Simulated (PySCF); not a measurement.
```yaml
atoms:
  - { symbol: Ge, position_ang: [0.0000, 0.0000, -0.6851] }
  - { symbol: P, position_ang: [0.0000, 0.0000, 1.6349] }
```

Level of theory: PBE0/def2-SVP, non-relativistic Hamiltonian with scalar-relativistic core potentials where named, at a bond length of 2.320 Å in PySCF.

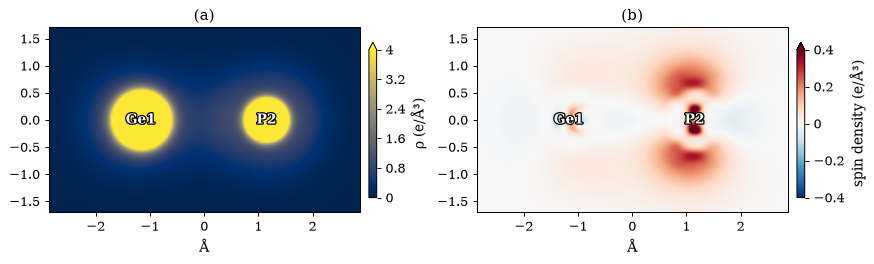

GeP (charge +1, triplet). (a) total electron density; (b) spin density on a plane that holds the molecular axis.

**What does the map show?**

The section cuts through Ge and P sites.
Ge–P (2.32 Å): ρ is about 0.68 e/Å³ halfway.
The unpaired spin (2 electrons) lies mostly on P2 (about 1.5) and Ge1 (about 0.5), in electrons by Hirshfeld's partition.
